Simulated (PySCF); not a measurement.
Input file:

```
{"job": {"kind": "nmr", "xc": "PBE0", "basis": "pcSseg-1", "solvent": "chloroform", "pop": false}, "charge": 0, "multiplicity": 1}
C      1.931750     0.915944     0.046082
C      1.562927    -0.560574     0.002999
C      0.226391    -0.798265    -0.725353
N     -0.895542    -0.198737    -0.071169
C     -1.536159     0.982342    -0.559496
C     -1.482422    -0.815267     1.079136
H      2.867297     1.063334     0.581295
H      2.046615     1.310572    -0.961539
H      1.152894     1.481576     0.550393
H      1.482860    -0.944474     1.021718
H      2.345988    -1.124227    -0.508830
H      0.299035    -0.391808    -1.737646
H      0.068893    -1.883403    -0.815189
H     -1.004520     1.363925    -1.427658
H     -2.578731     0.781339    -0.852132
H     -1.555423     1.771875     0.204819
H     -2.552857    -1.008106     0.918853
H     -1.388996    -0.181958     1.973280
H     -0.990001    -1.764088     1.280437
```

Launched as:

```sh
OMP_NUM_THREADS=1 python ens_run.py task.json out
```

Geometry: GFN2-xTB; a saddle point, not a minimum.

Level of theory: PySCF 2.14.0, PBE0/pcSseg-1, SCF density, in a chloroform solvent model, non-relativistic.

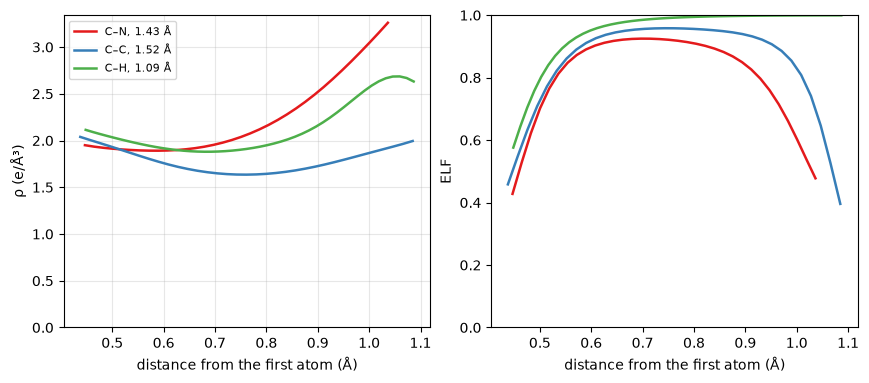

C₅H₁₃N (SMILES CCCN(C)C). Electron density and electron localisation function along straight lines between neighbouring atoms. The curves leave out the atomic cores.

### What kind of bonding do the profiles show?

C–N (1.43 Å): the density is about 2 e/Å³ at the midpoint; the ELF peaks at about 0.90 between the atoms (a covalent bond).
C–C (1.52 Å): the density is about 1.6 e/Å³ at the midpoint; the ELF peaks at about 0.95 between the atoms: a covalent bond.
C–H (1.09 Å): the density is about 2 e/Å³ at the midpoint; the ELF climbs to about 1 towards the hydrogen, as it does in any bond to H: a covalent bond by its length.
